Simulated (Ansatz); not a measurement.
```
Mg H Mo
1.0
     3.09192    0.00000    0.00000
     0.00000    3.09192    0.00000
     0.00000    0.00000    4.37309
Mg H Mo
1 4 1
Direct
  0.50000 0.50000 0.50000
  0.50000 0.00000 0.23187
  0.00000 0.50000 0.76813
  0.50000 0.00000 0.76813
  0.00000 0.50000 0.23187
  0.00000 0.00000 0.00000
```

Space group P4/mmm; a structure generated by program, which may or may not match a known phase; changed on purpose from its base cell (volume × 0.91, shape and atoms relaxed); computed pressure about 13 GPa in this cell; computed without spin polarisation.

Method: Ansatz 0.2.0, DFT PBE, scalar-relativistic, plane waves, PAW.

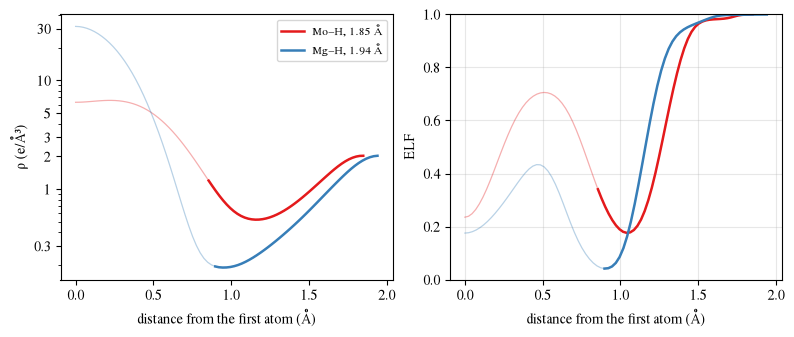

MgMoH$_{4}$. Valence charge density (pseudo) and ELF along straight lines between neighbouring atoms. Thin, pale parts lie inside the atomic spheres.

In a PAW calculation such maps are meaningful between the atoms, not at the nuclei.

What can be read from the curves?

Answer. Mo–H (1.85 Å): ρ is about 0.87 e/Å³ halfway; the ELF climbs to about 1 towards the hydrogen.
Mg–H (1.94 Å): ρ at the midpoint is about 0.19 e/Å³; the ELF climbs to about 1 towards the hydrogen.
